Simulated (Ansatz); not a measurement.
# H$_{6}$W: what the fields show

Input

```
crystal:
  periodic: [false, false, false]
  atoms:
    - { symbol: W, position_ang: [0.369529, 0.253462, -0.107735] }
    - { symbol: H, position_ang: [0.3462, -0.669525, 1.327627] }
    - { symbol: H, position_ang: [1.833335, 0.310511, 0.789096] }
    - { symbol: H, position_ang: [-0.538475, 1.706978, -0.13833] }
    - { symbol: H, position_ang: [-1.068857, 0.168456, 0.747922] }
    - { symbol: H, position_ang: [-0.490603, -1.18344, -0.119718] }
    - { symbol: H, position_ang: [0.448572, -0.586442, -1.599162] }
basis:
  gaussian: { orbitals: def2-mTZVP }
hamiltonian:
  xc: lda
relax:
  f_tol: 0.03
  max_steps: 50
output:
  orbitals: {}
```

Command:

```sh
ansatz run input.yaml --threads 1 --pin off --max-ram 2048MiB --backend cpu --events-out ev --progress --plain --runs-dir out
```

The fields are those of the relaxed geometry.

Core potentials replace the inner electrons of W.

Method: Ansatz, RKS LDA/def2-mTZVP.

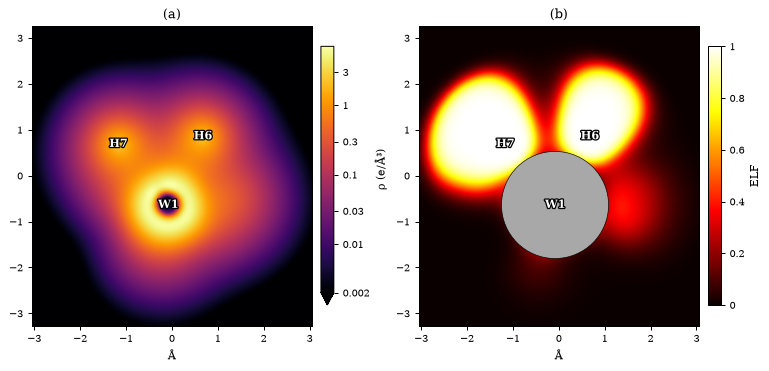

Figure 1. (a) electron density; (b) ELF on the plane of atoms H6, W1 and H7. Grey discs cover the atomic cores in the ELF map.

Question: What does the map show?

Answer: The section cuts through W and H sites.
W–H (1.68 Å): ρ at the midpoint is about 1.6 e/Å³; the ELF climbs to about 1 towards the hydrogen.

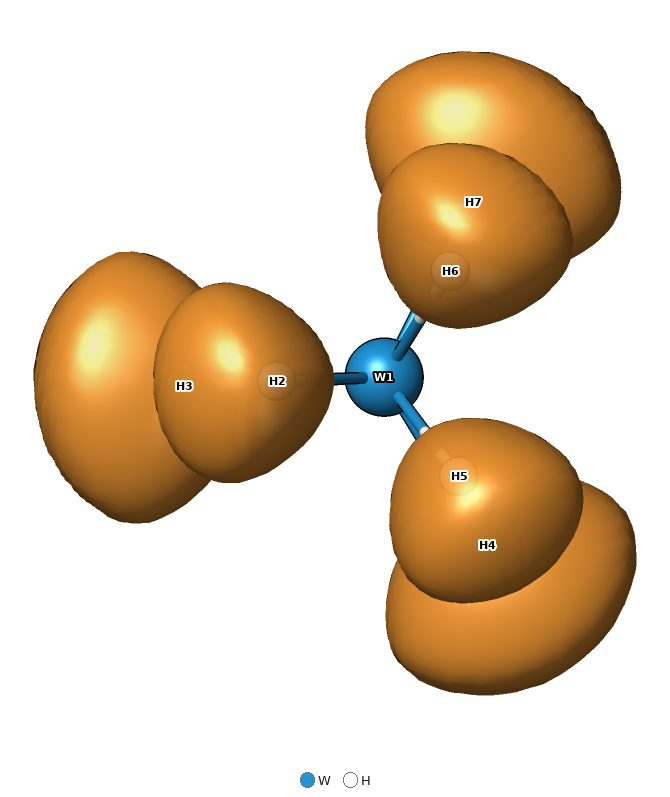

Figure 2. Isosurface of the electron localisation function at 0.9 (orange), seen across its widest extent. Only the valence region is drawn (cores and ρ < 0.01 e/Å³ removed).

Question: Where are the electrons localised?

Answer: The ELF exceeds this value in six regions around hydrogen nuclei.

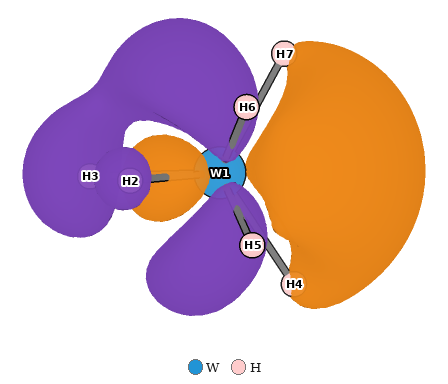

Figure 3. The LUMO at ±0.1 Å⁻³ᐟ² (orange and purple are the two phases), seen across its widest extent.

Question: Describe this orbital and give its energy.

Answer: Its weight (Hirshfeld) is mainly on W1 (about 70 %), H3 (about 5 %), H4 (about 5 %) and H7 (about 5 %). It is one of a degenerate set, so its orientation is arbitrary. Its energy is −3.49 eV.

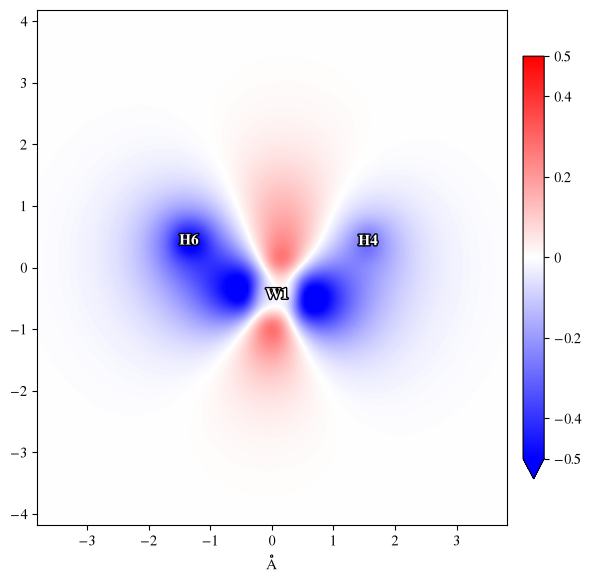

Figure 4. The HOMO on the plane of atoms H4, W1 and H6 (values in Å⁻³ᐟ²; the overall sign is arbitrary).

Question: What is the character of this orbital?

Answer: Its weight (Hirshfeld) is mainly on W1 (about 55 %), H5 (about 15 %) and H6 (about 15 %). It is one of a degenerate set, so its orientation is arbitrary. Its energy is −7.28 eV.
